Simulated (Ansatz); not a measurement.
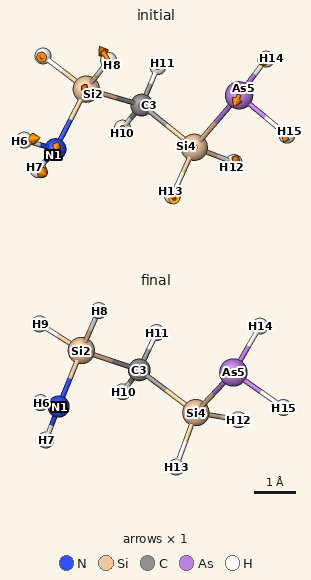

The structure of CH$_{10}$AsNSi$_{2}$ before (top) and after (bottom) a relaxation, at one scale. The orange arrows give the displacements, at their true length.

A ball-and-stick model, seen from a free direction.

The run prepares an end point of a later path (hydrogen shift) calculation, from a guessed geometry.

Computed with RHF/def2-SVP in Ansatz 0.2.0.

Input file:
```yaml
crystal:
  periodic: [false, false, false]
  atoms:
    - { symbol: "N", position_ang: [0.2492, 1.471, 1.9259] }
    - { symbol: Si, position_ang: [0.163, -0.2454, 1.5842] }
    - { symbol: C, position_ang: [0.942, -0.5925, -0.0774] }
    - { symbol: Si, position_ang: [0.1131, 0.2681, -1.4431] }
    - { symbol: As, position_ang: [-2.082, -0.667, -1.6623] }
    - { symbol: H, position_ang: [-0.1991, 1.6664, 2.868] }
    - { symbol: H, position_ang: [1.2331, 1.7954, 1.9697] }
    - { symbol: H, position_ang: [-1.1878, -0.6955, 1.5596] }
    - { symbol: H, position_ang: [0.9058, -0.9334, 2.6856] }
    - { symbol: H, position_ang: [2.0211, -0.2185, -0.0213] }
    - { symbol: H, position_ang: [0.9701, -1.6878, -0.2248] }
    - { symbol: H, position_ang: [0.7846, 0.0741, -2.6863] }
    - { symbol: H, position_ang: [-0.1156, 1.7228, -1.1708] }
    - { symbol: H, position_ang: [-1.5352, -1.9739, -2.2246] }
    - { symbol: H, position_ang: [-2.284, -0.0346, -3.0531] }
basis:
  gaussian: { orbitals: def2-SVP }
hamiltonian:
  xc: hf
relax:
  f_tol: 0.02
  max_steps: 50
```

Launched with:
```bash
ansatz run input.yaml --threads 2 --pin off --max-ram 3072MiB --backend cpu --events-out ev --progress --plain --runs-dir out
```

### Describe what moved and what it gained.

The atom that moves furthest after the best rigid fit is H6 (0.56 Å). Largest moves by element: H 0.56 Å, As 0.37 Å, N 0.27 Å, Si 0.22 Å, C 0.11 Å. Some distances before and after: C3–Si4 1.815 → 1.890 Å, N1–H6 1.061 → 1.001 Å, Si4–H12 1.426 → 1.484 Å, Si2–H8 1.424 → 1.482 Å. Bond angles that change, for instance: Si2–N1–H6 109.4° → 120.7°, Si2–N1–H7 111.2° → 122.0°, N1–Si2–H9 106.4° → 114.4°. After 14 accepted moves (16 points after the start) the energy has fallen by 0.488 eV. Largest force component: 2.2 eV/Å at the start, 0.0076 eV/Å at the end. The line search rejected the trial steps at points 8, 12 of the run. Cost: 45 s on 2 threads of AMD EPYC 9R14 (Zen 4), with other jobs on the host, peak memory 0.46 GiB.

Limits of the set-up: Hartree-Fock leaves out electron correlation.
